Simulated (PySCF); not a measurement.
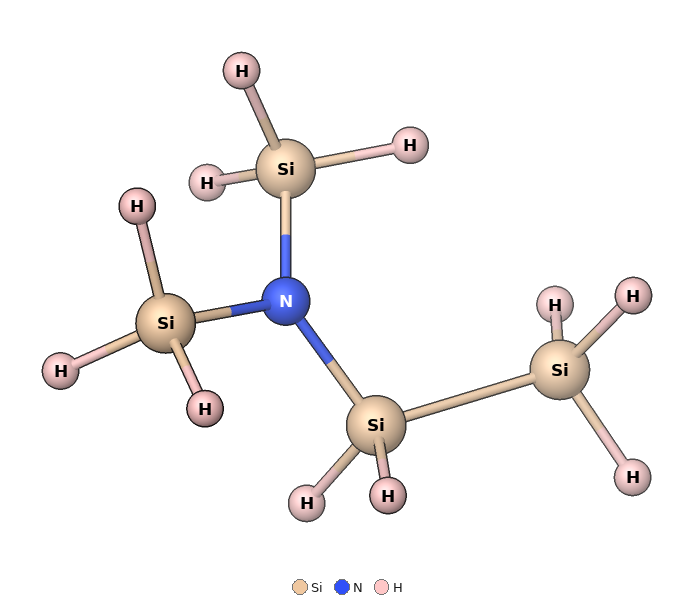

Orthographic view. Depth is shown by fading: the farther an atom, the more it takes the colour of the background. Geometry: an image of a reaction path computed with GFN2-xTB, not a minimum.

Q: Give the standard InChI.

A: InChI=1S/H11NSi4/c2-1(3)5-4/h5H2,2-4H3
